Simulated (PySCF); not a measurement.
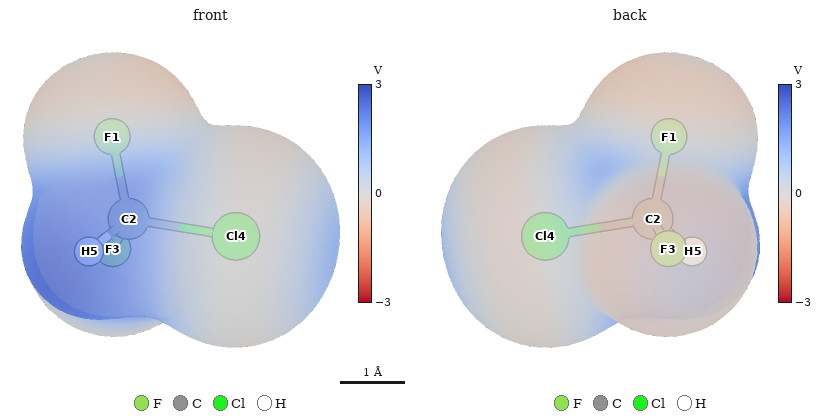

CHClF2 (difluorochloromethane). The electrostatic potential painted on the density surface at 0.004 e/bohr³, seen from the front and from behind; red is negative and blue positive.

Geometry: PBE0-D3(BJ)/def2-SVP.

These are results of DFT single point, gas phase, functional M06-2X (PySCF), not measurements.

The calculation's input:

```
{"job": {"kind": "sp", "xc": "M06-2X", "basis": "def2-TZVP", "grid": 3}, "charge": 0, "multiplicity": 1}
F     -0.920391     0.511716    -0.845907
C     -0.084492    -0.069454     0.008036
F      0.457207    -1.128857    -0.582174
Cl     1.188175     1.069480     0.469860
H     -0.625478    -0.378309     0.915915
```

Command:

```sh
OMP_NUM_THREADS=1 python redox_run.py task.json out
```

### Which sites attract a positive test charge, and which a negative one?

A positive charge is drawn to the negative regions and a negative charge to the positive ones. The most negative region (about −0.4 V, or −9 kcal/mol for a unit charge) lies over F1 and F3, the most positive (about +2.4 V, or +55 kcal/mol for a unit charge) over H5. Cl4 shows a σ-hole: about +1.1 V, or +25 kcal/mol for a unit charge at the tip opposite its bond, against about −0.1 V on its flanks.
